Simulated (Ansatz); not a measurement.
ZrH$_{4}$O$_{3}$BrCl: several calculations on one system

**1. Relaxation**

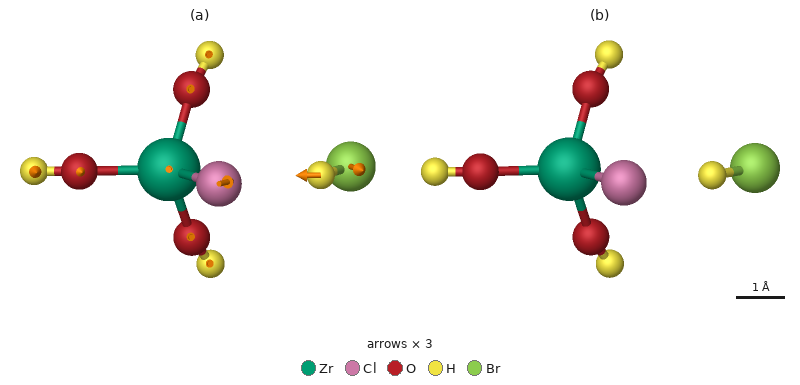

The structure of ZrH4O3BrCl before (left) and after (right) a relaxation, at one scale. The orange arrows give the displacements, magnified 3 times.

Style: ball-and-stick. Shown face on.

The run prepares an end point of a later path (reaction) calculation, from a guessed geometry.

All numbers below come from Ansatz 0.2.0, RKS PBE-D4/def2-SVP. Set-up: no spin polarisation; force threshold 0.03 eV/Å; at most 50 steps.

What changed between the two?

Answer. After 5 accepted moves (6 points after the start) the energy has fallen by 0.100 eV. The largest force component goes from 0.87 to 0.011 eV/Å. The line search rejected the trial step at point 4 of the run. The atom that moves furthest after the best rigid fit is the Br atom (0.24 Å). Largest moves by element: Br 0.24 Å, Cl 0.19 Å, H 0.18 Å, O 0.07 Å, Zr 0.04 Å. Near-neighbour distances that change, for instance: H–Zr 3.352 → 3.185 Å, Cl–Zr 2.497 → 2.435 Å, Br–H 1.509 → 1.462 Å.

Limits of the set-up: the start holds two separate molecules, 2.6 Å apart at their closest, whose relative position is a soft coordinate.

**2. Relaxation**

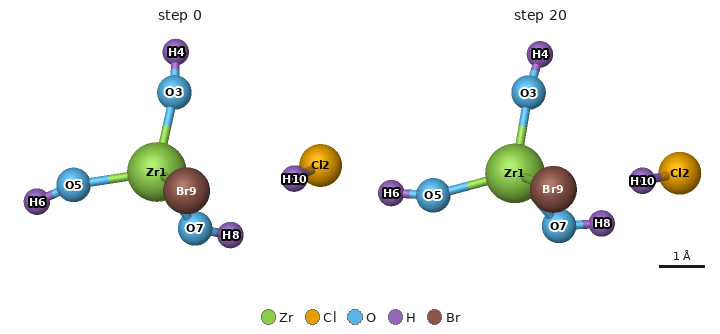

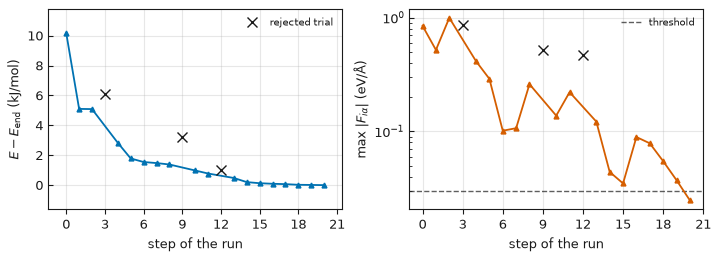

First and last geometry of a relaxation of ZrH4O3BrCl, with the history of the run. A ball-and-stick model, seen at a tilt.

The run prepares an end point of a later path (reaction) calculation, from a guessed geometry.

These are results of Ansatz 0.2.0, RKS PBE-D4/def2-SVP, not measurements. Set-up: no spin polarisation; force threshold 0.03 eV/Å; at most 50 steps.

Did the run converge, and what did it change?

Answer. It converged. The energy falls by 10.2 kJ/mol in 17 accepted moves (20 points after the start). The largest force component goes from 0.85 to 0.025 eV/Å. The line search rejected the trial steps at points 3, 9, 12 of the run. The atom that moves furthest after the best rigid fit is H8 (0.50 Å). Largest moves by element: H 0.50 Å, Br 0.24 Å, O 0.24 Å, Cl 0.18 Å, Zr 0.07 Å. Among the contacts that change: Zr1–H10 3.397 → 3.145 Å, Zr1–Br9 2.676 → 2.593 Å, Cl2–H10 1.341 → 1.328 Å, Zr1–O7 1.928 → 1.939 Å. Bond angles that change, for instance: Zr1–O7–H8 143.1° → 124.1°, O3–Zr1–O5 109.1° → 112.7°, O5–Zr1–Br9 107.1° → 110.5°. Groups turn about Zr1–O7 by about 25°.

Limits of the set-up: the start holds two separate molecules, 2.7 Å apart at their closest, whose relative position is a soft coordinate.

**3. Path**

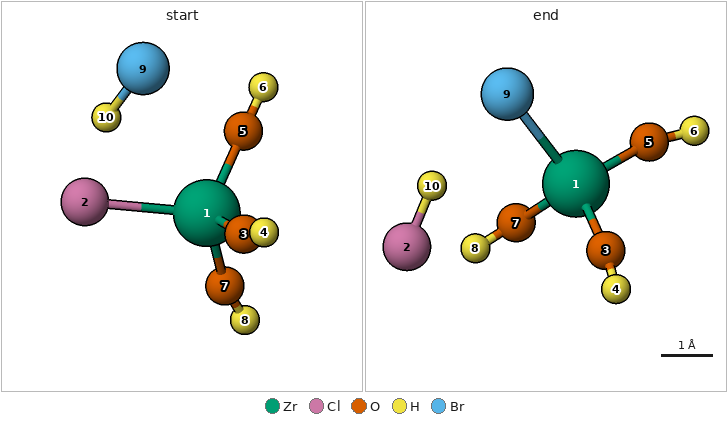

The two relaxed end points of a path for ZrH4O3BrCl, made up at the start of ZrH3O3Cl and HBr. Style: ball-and-stick. Shown from a free direction.

These are results of Ansatz, RKS PBE-D4/def2-SVP, not measurements.

Set-up: 5 movable images; climbing image; force threshold 0.05 eV/Å; iteration limit 60.

Start:
```xyz
10

Zr   -0.1937   -0.3235    0.1792
Cl   -0.0008   -0.0169    2.5870
O     1.5595   -0.5085   -0.5753
H     2.4206   -0.3608   -0.9894
O    -1.1383    1.1664   -0.5721
H    -1.4004    1.9997   -0.9864
O    -1.1936   -1.9346   -0.1273
H    -1.6607   -2.6934   -0.5005
Br    1.8135    2.8888    1.3376
H     1.1531    1.8310    2.1003
```

End:
```xyz
10

Zr   -0.1236    0.5692   -0.2575
Cl    1.0437   -1.1188    2.8761
O     1.5394   -0.1237   -0.9130
H     2.3286   -0.6110   -1.1849
O    -1.1625    1.4244   -1.6296
H    -1.4364    1.7728   -2.4892
O    -1.2171   -0.8408    0.5017
H    -0.9145   -1.4518    1.2029
Br    0.4118    2.2404    1.6517
H     0.8899    0.1873    2.6948
```

### Predict the minimum-energy path and its barrier.

Forward barrier 0.196 eV, backward barrier 0.175 eV, with image 3 at the top; the reaction energy is +0.021 eV. Breaking: Br9–H10 (1.46 → 1.73 at the top → 2.35 Å), Zr1–Cl2 (2.43 → 2.69 at the top → 3.75 Å). Forming: Cl2–H10 (2.23 → 1.55 at the top → 1.33 Å), Zr1–Br9 (3.96 → 2.85 at the top → 2.59 Å). The band converged in 26 iterations, with a climbing image at the top.

Energies of the converged images:

```tsv
image	path (Å)	E (eV)
0	0.00	0.000
1	0.72	0.047
2	1.44	0.138
3	2.16	0.196
4	3.22	0.119
5	4.27	0.037
6	5.33	0.021
```

The geometry at the top of the path:

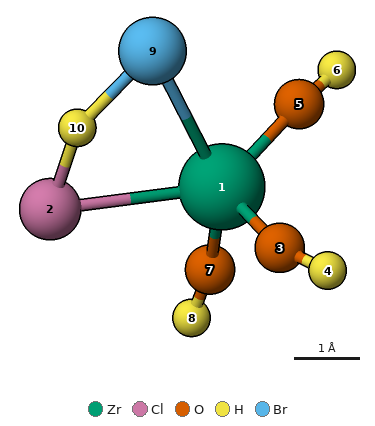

Limits of the set-up: the start holds two separate molecules, 2.2 Å apart at their closest, whose relative position is a soft coordinate.

Cost: 4.2 min on 4 threads of Arm Neoverse V1 (shared host), peak memory 0.23 GiB.
